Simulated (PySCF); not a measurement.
**CH13NOSi4: density, localisation and related maps**

```xyz
20

C    -0.9073    1.8662   -0.0882
N    -0.8313    0.9304   -1.1886
Si   -0.7420   -0.7928   -0.9438
Si   -2.6319   -1.7453    0.1000
Si    1.1524   -1.2924    0.3584
Si    2.8486    0.2508   -0.1079
O     2.3813    1.6719    0.6525
H    -0.7511    2.8956   -0.4487
H    -0.0953    1.6690    0.6299
H    -1.8681    1.8491    0.4641
H    -1.3510    1.2269   -2.0086
H    -0.5740   -1.4174   -2.2949
H    -3.8787   -1.5451   -0.7074
H    -2.4378   -3.2159    0.3106
H    -2.8455   -1.1096    1.4394
H     1.6199   -2.6767    0.0219
H     0.8464   -1.2583    1.8248
H     4.1802   -0.2138    0.4017
H     2.9958    0.4467   -1.5869
H     2.8387    2.4736    0.3822
```

Geometry: PBE0-D3(BJ)/def2-SVP.

The calculation used PBE0/pcSseg-1, SCF density, gas phase, non-relativistic (PySCF 2.14.0).

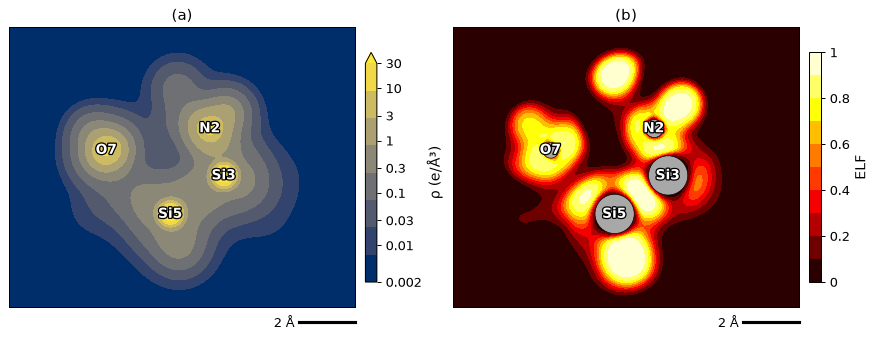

Figure 1. (a) electron density; (b) electron localisation function on the plane of atoms N2, Si3 and Si5. Grey discs cover the atomic cores in the ELF map.

> Interpret the plot.

Atoms in the plane: N, Si and O. Si–N (1.74 Å): the density is about 1.1 e/Å³ at the midpoint; the ELF peaks at about 0.90 between the atoms; a polar covalent bond. Si–Si (2.35 Å): the density is about 0.63 e/Å³ at the midpoint; the ELF peaks at about 1 between the atoms: a covalent bond. The ELF also peaks beside O7, away from the bonds: lone-pair regions.

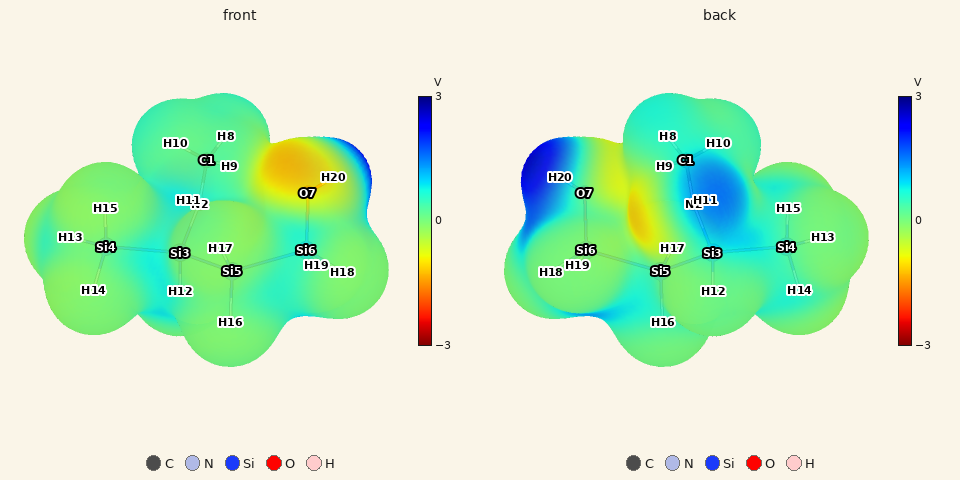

Figure 2. The electrostatic potential painted on the density surface at 0.002 e/bohr³, seen from the front and from behind; the colour scale runs from red (negative) to blue (positive).

> Where is the surface potential most negative and most positive?

The most negative region (about −1.3 V, or −30 kcal/mol for a unit charge) lies over O7, the most positive (about +2.5 V, or +58 kcal/mol for a unit charge) over H20. O7 is the likeliest acceptor of a hydrogen bond.

> What dipole moment does the calculation give?

Its dipole moment is 2.36 D.
